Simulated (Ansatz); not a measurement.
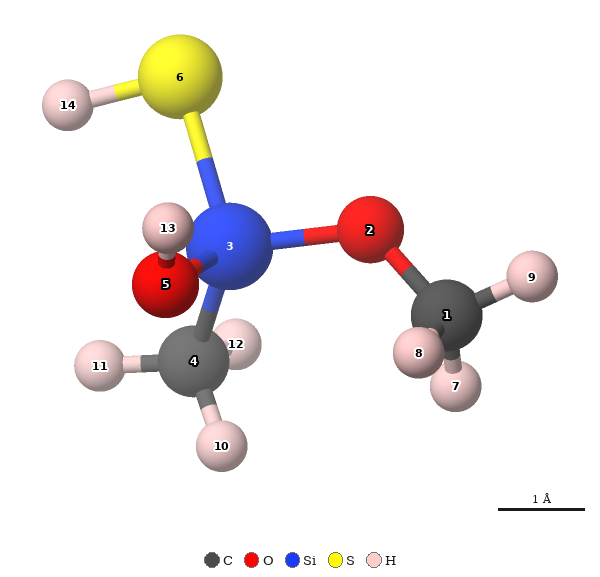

Fig. 1: The input geometry (ball-and-stick view, seen at a tilt; atoms are numbered from 1 in the order of the input). Bond lengths as drawn: C–H 1.10 to 1.11 Å, C–O 1.41 Å, C–Si 1.86 Å, H–O 0.97 Å, H–S 1.35 Å, O–Si 1.66 to 1.67 Å and S–Si 2.15 Å.

## Nudged elastic band, with input and output: C2H8O2SSi

System: C2H8O2SSi.
Method: RKS B3LYP-D4/def2-SVP (Ansatz 0.2.0).

One setting was made poor on purpose. It belongs to a series of runs on one base structure; here: band between the two ends. Figures and captions count atoms from 1; the log counts them from 0 in places.

## Input
```yaml
crystal:
  periodic: [false, false, false]
  atoms:
    - { symbol: C, position_ang: [-1.887475, 0.839417, -0.709278] }
    - { symbol: O, position_ang: [-0.972208, 0.879089, 0.362854] }
    - { symbol: Si, position_ang: [0.534858, 0.180291, 0.360816] }
    - { symbol: C, position_ang: [0.475007, -1.662272, 0.104987] }
    - { symbol: O, position_ang: [1.485675, 0.77628, -0.871271] }
    - { symbol: S, position_ang: [1.261038, 0.759137, 2.30272] }
    - { symbol: H, position_ang: [-2.26992, -0.182855, -0.888526] }
    - { symbol: H, position_ang: [-1.436815, 1.205753, -1.649853] }
    - { symbol: H, position_ang: [-2.745532, 1.484266, -0.463755] }
    - { symbol: H, position_ang: [0.082791, -1.905651, -0.896183] }
    - { symbol: H, position_ang: [1.479776, -2.105884, 0.186601] }
    - { symbol: H, position_ang: [-0.172813, -2.131671, 0.86106] }
    - { symbol: H, position_ang: [1.708214, 1.714008, -0.813518] }
    - { symbol: H, position_ang: [2.444503, 0.120992, 2.142247] }
basis:
  gaussian: { orbitals: def2-SVP }
hamiltonian:
  xc: b3lyp
  dispersion: d4
neb:
  order_check: false
  images: 9
  f_tol: 0.03
  max_iterations: 41
  initial_path: linear
  final_atoms:
    - { symbol: C, position_ang: [-1.77185047, 0.85471445, -0.49478047] }
    - { symbol: O, position_ang: [-0.72408808, 0.83737215, 0.45170286] }
    - { symbol: Si, position_ang: [0.7325834, 0.05459112, 0.23879068] }
    - { symbol: C, position_ang: [0.51734574, -1.76686167, -0.07115936] }
    - { symbol: O, position_ang: [1.55850943, 0.63998419, -1.08327478] }
    - { symbol: S, position_ang: [1.79305803, 0.4918837, 2.06572869] }
    - { symbol: H, position_ang: [-2.23511298, -0.1428649, -0.61401273] }
    - { symbol: H, position_ang: [-1.42373751, 1.19291665, -1.4881364] }
    - { symbol: H, position_ang: [-2.55018998, 1.55157545, -0.146184] }
    - { symbol: H, position_ang: [0.03530958, -1.94480411, -1.04631202] }
    - { symbol: H, position_ang: [1.49363035, -2.27647508, -0.08062708] }
    - { symbol: H, position_ang: [-0.1013967, -2.22252048, 0.71713845] }
    - { symbol: H, position_ang: [1.92370823, 1.52891829, -0.99122982] }
    - { symbol: H, position_ang: [0.73932994, 1.17247023, 2.57125698] }
```

Run as:
```bash
ansatz run input.yaml --threads 2 --pin off --max-ram 3072MiB --backend cpu --events-out ev --progress --plain --runs-dir out
```

## Output
```
Engine: ansatz 0.2.0, x86_64-unknown-linux-gnu
Functional definition: B3LYP
  parameter a0 = 0.2
  parameter ax = 0.72
  parameter ac = 0.81
  exchange = (1 - a0 - ax)*slater_x + ax*b88_x + a0*exact_x
  correlation = (1 - ac)*vwn_rpa_c + ac*lyp_c
1389 factors; integrals over basis functions are off by at most 3.8e-4 eV
mean field evaluation 1: about -24993.3634 eV, gradient 7.7e1 eV
mean field evaluation 2: about -24981.8184 eV, gradient 1.1e2 eV
mean field evaluation 4: about -25005.2933 eV, gradient 3.7e0 eV
mean field evaluation 8: about -25005.3358 eV, gradient 5.3e-2 eV
mean field evaluation 16: about -25005.3358 eV, gradient 3.0e-5 eV
mean field -25005.33578805 eV, -918.9291409856 hartree, gradient 3.0e-5 eV, S^2 0.000000; 0 other end points of the search recorded, 0 dependent functions left out
the calculation of the forces begins
reference -25005.33605071 eV, -918.9291506379 hartree; 33, 33 occupied and 99, 99 virtual orbitals, 1389 factors
1389 factors; integrals over basis functions are off by at most 3.6e-4 eV
mean field evaluation 32: about -25005.3325 eV, gradient 2.9e-5 eV
mean field -25005.33247779 eV, -918.9290193359 hartree, gradient 2.9e-5 eV, S^2 0.000000; 0 other end points of the search recorded, 0 dependent functions left out
[... from here on the field's lines of each further geometry are left out, up to the last ...]
NEB iter   1: max|band force component| = 8.873e-1 eV/Å  barrier→ = 0.2222 eV  barrier← = 0.2186 eV  Δτ_max = 0.1990 Å  (293 SCF iters)
NEB iter   2: max|band force component| = 3.263e-1 eV/Å  barrier→ = 0.1047 eV  barrier← = 0.1011 eV  CI = image 4  Δτ_max = 0.1039 Å  (253 SCF iters)
NEB iter   3: max|band force component| = 2.292e-1 eV/Å  barrier→ = 0.0924 eV  barrier← = 0.0888 eV  CI = image 4  Δτ_max = 0.0487 Å  (239 SCF iters)
NEB iter   4: max|band force component| = 5.566e-2 eV/Å  barrier→ = 0.0905 eV  barrier← = 0.0870 eV  CI = image 4  Δτ_max = 0.0328 Å  (236 SCF iters)
NEB iter   5: max|band force component| = 4.883e-2 eV/Å  barrier→ = 0.0896 eV  barrier← = 0.0860 eV  CI = image 4  Δτ_max = 0.0292 Å  (236 SCF iters)
the calculation of the forces begins
reference -25005.32888217 eV, -918.9288871989 hartree; 33, 33 occupied and 99, 99 virtual orbitals, 1389 factors
1389 factors; integrals over basis functions are off by at most 3.9e-4 eV
mean field -25005.24544022 eV, -918.9258207641 hartree, gradient 7.7e-5 eV, S^2 0.000000; 1 other end points of the search recorded, 0 dependent functions left out
the calculation of the forces begins
reference -25005.24570263 eV, -918.9258304074 hartree; 33, 33 occupied and 99, 99 virtual orbitals, 1389 factors
NEB iter   6: max|band force component| = 2.230e-2 eV/Å  barrier→ = 0.0893 eV  barrier← = 0.0857 eV  CI = image 4  Δτ_max = 0.0000 Å  (490 SCF iters)
```

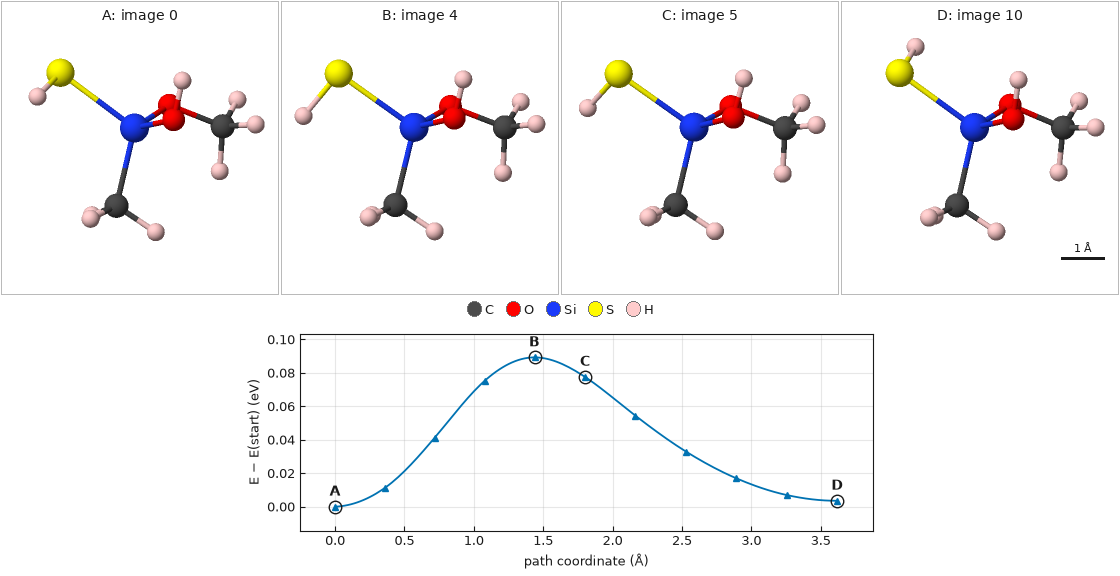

Fig. 2: Images of the last band (counted from 0; ball-and-stick, seen at a tilt) above the energy along the path; the line is a cubic interpolation that uses the forces. The highest image is number 4, 0.089 eV above the start and 0.086 eV above the end (the climbing image); the end lies 0.004 eV above the start. The path is 3.62 Å long. The band converged in 6 iterations.

```
Total energy: -25005.80007835 eV, -918.9462033393 hartree
Atom 0 at    -1.949544     0.703302    -0.555373 Å, force    -0.001700     0.000926    -0.012090 eV/Å
Atom 1 at    -0.960410     0.795292     0.446295 Å, force    -0.011504     0.000657     0.012533 eV/Å
Atom 2 at     0.614489     0.285670     0.277073 Å, force     0.008472     0.000031    -0.001040 eV/Å
Atom 3 at     0.723853    -1.549505    -0.021533 Å, force     0.004219     0.009177    -0.011728 eV/Å
Atom 4 at     1.306709     1.028365    -1.043102 Å, force     0.001571    -0.007620    -0.002887 eV/Å
Atom 5 at     1.620604     0.869132     2.094310 Å, force     0.000884    -0.015931     0.008519 eV/Å
Atom 6 at    -2.229634    -0.346852    -0.762818 Å, force    -0.001081     0.002602     0.002370 eV/Å
Atom 7 at    -1.617948     1.161183    -1.505261 Å, force     0.000506    -0.000888     0.000102 eV/Å
Atom 8 at    -2.851777     1.232797    -0.211368 Å, force     0.000472     0.002969    -0.000121 eV/Å
Atom 9 at     0.254254    -1.807575    -0.984923 Å, force     0.002203     0.003561     0.004934 eV/Å
Atom 10 at     1.772927    -1.880473    -0.057978 Å, force     0.003225    -0.008024    -0.000841 eV/Å
Atom 11 at     0.204351    -2.107832     0.772819 Å, force    -0.001267    -0.004692     0.003949 eV/Å
Atom 12 at     1.452813     1.980631    -0.999085 Å, force    -0.006191    -0.000232     0.001180 eV/Å
Atom 13 at     1.646411    -0.393236     2.579844 Å, force     0.000190     0.017463    -0.004881 eV/Å
Dipole moment:    -0.152660    -0.157818    -0.225083 e Å
this run last wrote the band of iteration 6 to [file]
```

## The last band as extended XYZ (Å, eV, eV/Å)
```
14
Properties=species:S:1:pos:R:3:forces:R:3 image=0 energy=-25005.88909
C    -1.8875    0.8394   -0.7093   -0.0144   0.0088  -0.0035
O    -0.9722    0.8791    0.3629    0.0087  -0.0069  -0.0017
Si    0.5349    0.1803    0.3608    0.0142   0.0076   0.0129
C     0.4750   -1.6623    0.1050   -0.0055  -0.0061  -0.0056
O     1.4857    0.7763   -0.8713   -0.0042  -0.0077  -0.0042
S     1.2610    0.7591    2.3027   -0.0025   0.0042   0.0027
H    -2.2699   -0.1829   -0.8885    0.0019  -0.0030   0.0043
H    -1.4368    1.2058   -1.6499    0.0020  -0.0011  -0.0001
H    -2.7455    1.4843   -0.4638   -0.0034   0.0014  -0.0030
H     0.0828   -1.9057   -0.8962    0.0019  -0.0014   0.0041
H     1.4798   -2.1059    0.1866   -0.0003   0.0015  -0.0013
H    -0.1728   -2.1317    0.8611   -0.0015  -0.0030  -0.0062
H     1.7082    1.7140   -0.8135    0.0023   0.0034   0.0034
H     2.4445    0.1210    2.1422    0.0008   0.0023  -0.0017
14
Properties=species:S:1:pos:R:3:forces:R:3 image=1 energy=-25005.87782
C    -1.9151    0.8179   -0.6837   -0.0017   0.0015  -0.0078
O    -0.9838    0.8694    0.3739   -0.0155  -0.0040   0.0038
Si    0.5421    0.2139    0.3438    0.0095  -0.0007   0.0014
C     0.5546   -1.6295    0.0831   -0.0029   0.0032  -0.0027
O     1.4337    0.8445   -0.9158    0.0038  -0.0127   0.0128
S     1.2798    0.7859    2.2839   -0.0114  -0.0144   0.0037
H    -2.2694   -0.2137   -0.8680   -0.0027   0.0039  -0.0031
H    -1.4914    1.2078   -1.6273    0.0041   0.0007   0.0003
H    -2.7881    1.4332   -0.4156    0.0013   0.0038  -0.0024
H     0.1272   -1.8864   -0.8999   -0.0016  -0.0021  -0.0008
H     1.5846   -2.0192    0.1081   -0.0031  -0.0083   0.0004
H    -0.0298   -2.1367    0.8654   -0.0079  -0.0051  -0.0022
H     1.6415    1.7858   -0.8655   -0.0023  -0.0019   0.0166
H     2.3012   -0.1018    2.2464    0.0304   0.0362  -0.0201
14
Properties=species:S:1:pos:R:3:forces:R:3 image=3 energy=-25005.81383
C    -1.9463    0.7434   -0.6023   -0.0044   0.0052  -0.0153
O    -0.9776    0.8262    0.4189   -0.0214  -0.0001   0.0021
Si    0.5858    0.2729    0.3010   -0.0003   0.0007   0.0071
C     0.6797   -1.5667    0.0237    0.0005   0.0072  -0.0061
O     1.3347    0.9714   -1.0138    0.0004  -0.0099   0.0062
S     1.4797    0.8687    2.1721   -0.0218  -0.0141   0.0198
H    -2.2440   -0.3035   -0.8011   -0.0040   0.0047  -0.0041
H    -1.5857    1.1817   -1.5507    0.0010   0.0012  -0.0044
H    -2.8437    1.2956   -0.2825   -0.0030   0.0054  -0.0082
H     0.2212   -1.8253   -0.9450    0.0009   0.0018   0.0085
H     1.7258   -1.9093   -0.0020    0.0009  -0.0053   0.0049
H     0.1464   -2.1143    0.8157   -0.0040  -0.0054   0.0066
H     1.5219    1.9167   -0.9692    0.0002  -0.0055   0.0110
H     1.8891   -0.3866    2.4640    0.0551   0.0141  -0.0280
14
Properties=species:S:1:pos:R:3:forces:R:3 image=4 energy=-25005.79982
C    -1.9495    0.7033   -0.5554   -0.0017   0.0009  -0.0121
O    -0.9604    0.7953    0.4463   -0.0115   0.0007   0.0125
Si    0.6145    0.2857    0.2771    0.0085   0.0000  -0.0010
C     0.7239   -1.5495   -0.0215    0.0042   0.0092  -0.0117
O     1.3067    1.0284   -1.0431    0.0016  -0.0076  -0.0029
S     1.6206    0.8691    2.0943    0.0009  -0.0159   0.0085
H    -2.2296   -0.3469   -0.7628   -0.0011   0.0026   0.0024
H    -1.6179    1.1612   -1.5053    0.0005  -0.0009   0.0001
H    -2.8518    1.2328   -0.2114    0.0005   0.0030  -0.0001
H     0.2543   -1.8076   -0.9849    0.0022   0.0036   0.0049
H     1.7729   -1.8805   -0.0580    0.0032  -0.0080  -0.0008
H     0.2044   -2.1078    0.7728   -0.0013  -0.0047   0.0039
H     1.4528    1.9806   -0.9991   -0.0062  -0.0002   0.0012
H     1.6464   -0.3932    2.5798    0.0002   0.0175  -0.0049
14
Properties=species:S:1:pos:R:3:forces:R:3 image=6 energy=-25005.83469
C    -1.9444    0.6166   -0.4484    0.0061  -0.0069   0.0049
O    -0.9055    0.7345    0.5006   -0.0059   0.0078   0.0065
Si    0.6730    0.2777    0.2327    0.0131  -0.0012   0.0011
C     0.7897   -1.5394   -0.1531    0.0002   0.0064  -0.0277
O     1.3145    1.1040   -1.0609    0.0216  -0.0075  -0.0054
S     1.7938    0.8133    1.9913    0.0060  -0.0264  -0.0031
H    -2.1931   -0.4402   -0.6614   -0.0005  -0.0011   0.0061
H    -1.6835    1.1041   -1.4057   -0.0002  -0.0025   0.0036
H    -2.8474    1.1040   -0.0486    0.0045  -0.0001   0.0089
H     0.2802   -1.7739   -1.1020   -0.0009  -0.0041  -0.0016
H     1.8412   -1.8513   -0.2402    0.0028  -0.0058  -0.0101
H     0.3168   -2.1331    0.6454    0.0028  -0.0016  -0.0015
H     1.3611    2.0654   -0.9958   -0.0154   0.0000   0.0061
H     1.1907   -0.1108    2.7751   -0.0342   0.0429   0.0121
14
Properties=species:S:1:pos:R:3:forces:R:3 image=7 energy=-25005.85610
C    -1.9464    0.5643   -0.3899    0.0049  -0.0078   0.0093
O    -0.8837    0.6993    0.5305   -0.0024   0.0072   0.0001
Si    0.6936    0.2680    0.2159    0.0124   0.0025   0.0049
C     0.8198   -1.5348   -0.2279   -0.0014   0.0056  -0.0213
O     1.3182    1.1302   -1.0620    0.0182  -0.0094  -0.0110
S     1.8248    0.7830    1.9738   -0.0071  -0.0217   0.0049
H    -2.1798   -0.4963   -0.6004   -0.0012  -0.0012   0.0052
H    -1.7224    1.0613   -1.3515   -0.0007  -0.0017   0.0033
H    -2.8470    1.0323    0.0374    0.0035  -0.0005   0.0082
H     0.2916   -1.7506   -1.1709   -0.0012  -0.0032  -0.0027
H     1.8731   -1.8305   -0.3471    0.0019  -0.0045  -0.0103
H     0.3755   -2.1558    0.5661    0.0033  -0.0024  -0.0026
H     1.3627    2.0891   -0.9631   -0.0083  -0.0022   0.0114
H     1.0072    0.1116    2.8180   -0.0219   0.0392   0.0006
14
Properties=species:S:1:pos:R:3:forces:R:3 image=9 energy=-25005.88214
C    -1.9608    0.4510   -0.2660   -0.0003  -0.0078   0.0071
O    -0.8579    0.5991    0.6036    0.0039   0.0036  -0.0087
Si    0.7181    0.2413    0.1953    0.0044   0.0084   0.0114
C     0.8965   -1.5217   -0.3718    0.0011   0.0026  -0.0002
O     1.2729    1.1840   -1.0584    0.0025  -0.0037  -0.0055
S     1.8302    0.6977    1.9858   -0.0121  -0.0096   0.0007
H    -2.1676   -0.6117   -0.4924   -0.0017   0.0000   0.0010
H    -1.8041    0.9812   -1.2231    0.0003   0.0008   0.0012
H    -2.8532    0.8751    0.2200    0.0015   0.0003   0.0040
H     0.3572   -1.6916   -1.3178    0.0001  -0.0011  -0.0026
H     1.9567   -1.7698   -0.5350    0.0010  -0.0011  -0.0055
H     0.4964   -2.2101    0.3888    0.0000  -0.0039  -0.0039
H     1.3729    2.1253   -0.8685    0.0009  -0.0029   0.0062
H     0.7297    0.6212    2.7684   -0.0015   0.0144  -0.0052
14
Properties=species:S:1:pos:R:3:forces:R:3 image=10 energy=-25005.88555
C    -1.7776    0.7768   -0.5927   -0.0018  -0.0049  -0.0070
O    -0.7836    0.8048    0.4098   -0.0003  -0.0009  -0.0004
Si    0.7153    0.0864    0.2785    0.0043   0.0038  -0.0059
C     0.5971   -1.7425   -0.0393   -0.0016  -0.0007   0.0010
O     1.5862    0.7080   -0.9974   -0.0017   0.0014   0.0012
S     1.6539    0.5687    2.1600   -0.0058  -0.0006  -0.0019
H    -2.1897   -0.2399   -0.7353    0.0042   0.0109   0.0018
H    -1.3906    1.1304   -1.5662   -0.0034  -0.0032   0.0100
H    -2.6035    1.4389   -0.2887    0.0039  -0.0033  -0.0019
H     0.1775   -1.9408   -1.0391    0.0007  -0.0001   0.0025
H     1.5937   -2.2090    0.0057   -0.0009  -0.0001  -0.0003
H    -0.0435   -2.2251    0.7148    0.0009  -0.0003  -0.0013
H     1.9067    1.6120   -0.8871    0.0001  -0.0021  -0.0002
H     0.5454    1.2024    2.6057    0.0014   0.0002   0.0025
```

## Summary

```tsv
quantity	value
outcome	converged
barrier, forward	0.089 eV
barrier, backward	0.086 eV
hardware	2 threads of Intel Xeon @ 2.90GHz (Ice Lake), 16 GiB of memory available, shared host
wall time	3.7 min (CPU time 7.2 min)
peak memory	0.36 GiB
```

## Notes

A deliberately poor setting: straight start. The order of the saddle point was not checked.
